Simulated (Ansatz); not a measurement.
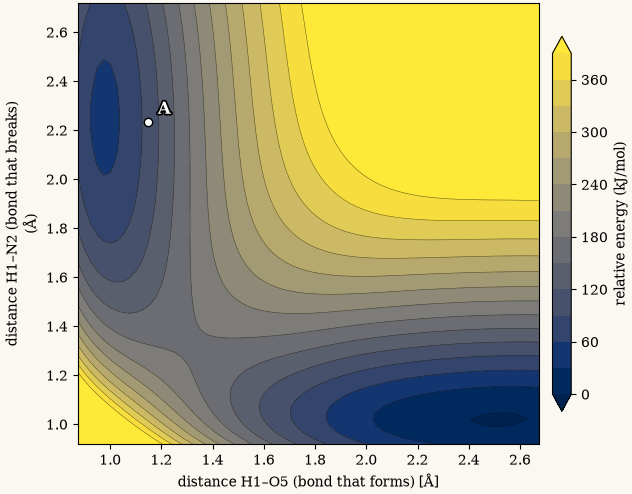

The reacting system CH₅NOSi (one molecule; an intramolecular 1,3-shift). 
- First axis: distance H1–O5 (bond that forms). Second axis: distance H1–N2 (bond that breaks).
- Relaxed at each point: all other coordinates.
- Grid: 10 × 10 points.
- Points are written as (first, second).
- All energies are given in kJ/mol relative to the lowest grid point.
- The reference is spin-restricted, so regions where a bond is pulled apart into radicals lie too high.
- Computed with RKS PBE0-D4/def2-SVP (Ansatz).

Drawn: filled contours, one colour for all values above the top of the scale, the point A. Between grid points the surface is interpolated.

Is A at rest? If not, where is it pushed?

A, at (1.148 Å, 2.233 Å), is not a stationary point. The computed force is 450 kJ/mol for each Å towards smaller values of the first coordinate and nearly zero along the second coordinate.
